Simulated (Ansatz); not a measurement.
Crystal: Ir, the input geometry of an electronic-structure calculation (not necessarily at equilibrium).

```cif
data_structure
_symmetry_space_group_name_H-M 'Fm-3m'
_symmetry_Int_Tables_number 225
_cell_length_a 3.8400
_cell_length_b 3.8400
_cell_length_c 3.8400
_cell_angle_alpha 90.000
_cell_angle_beta 90.000
_cell_angle_gamma 90.000
_cell_volume 56.62
loop_
_atom_site_label
_atom_site_type_symbol
_atom_site_symmetry_multiplicity
_atom_site_Wyckoff_symbol
_atom_site_fract_x
_atom_site_fract_y
_atom_site_fract_z
_atom_site_occupancy
Ir1 Ir 4 a 0.00000 0.00000 0.00000 1
```

### What does its first Brillouin zone look like, and which path through it is standard?

It has a face-centred cubic lattice (cF; extended symbol cF2). The zone is a truncated octahedron in its combinatorial type: 14 faces (6 with 4 edges, 8 with 6 edges), 36 edges, 24 vertices. Path: Γ–X–U | K–Γ–L–W–X.

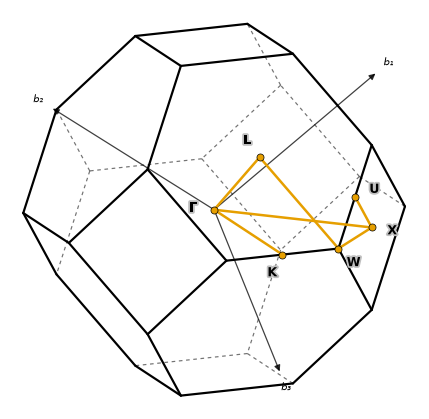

Labels and path follow the convention of Hinuma et al. (2017), as computed by seekpath; the arrows show the directions of the reciprocal primitive vectors b₁, b₂, b₃, in which coordinates are given; lengths include the factor 2π.

```csv
point,k₁,k₂,k₃,length of k (1/Å)
Γ,0,0,0,0.000
X,1/2,0,1/2,1.636
L,1/2,1/2,1/2,1.417
W,1/2,1/4,3/4,1.829
K,3/8,3/8,3/4,1.736
U,5/8,1/4,5/8,1.736
```
